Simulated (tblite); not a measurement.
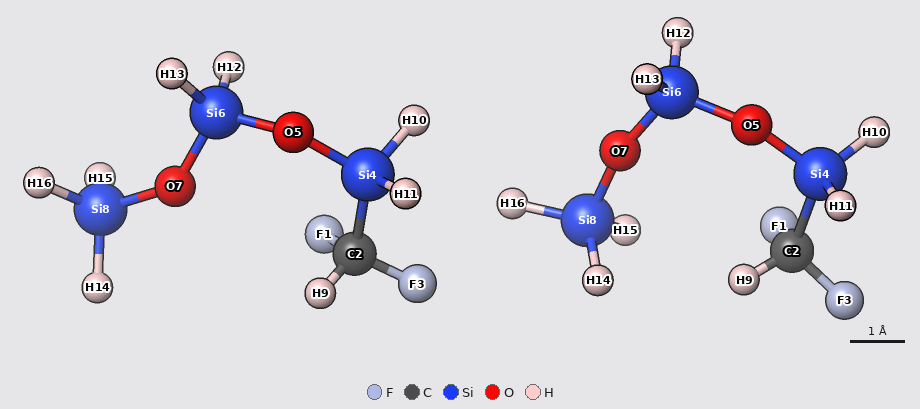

Two geometries of CH8F2O2Si3, drawn at one scale. One is the start of a relaxation, the other its converged end. The picture is a ball-and-stick view, seen at a tilt.

The calculation used GFN2-xTB geometry optimisation, gas phase (tblite 0.8.0). 

Q: Which geometry has the lower energy?

A: The right one is the relaxed one. The largest move after the best rigid fit is that of H15, 1.58 Å. Largest moves by element: H 1.58 Å, O 0.73 Å, F 0.70 Å, Si 0.55 Å, C 0.48 Å. Near-neighbour distances that change, for instance: C2–Si4 1.845 → 1.937 Å, Si4–O5 1.676 → 1.605 Å, Si6–O7 1.657 → 1.607 Å, Si6–H13 1.491 → 1.454 Å. Among the angles between lasting bonds that change: Si6–O7–Si8 137.8° → 164.7°, Si4–O5–Si6 136.2° → 159.7°, H10–Si4–H11 105.0° → 116.9°. Groups turn about O5–Si6 by about 35°, Si4–O5 by about 25°. After 194 geometry steps the energy has fallen by 51.1 kJ/mol. The run took 1.5 s on 1 thread of Arm Neoverse V2 (shared host).
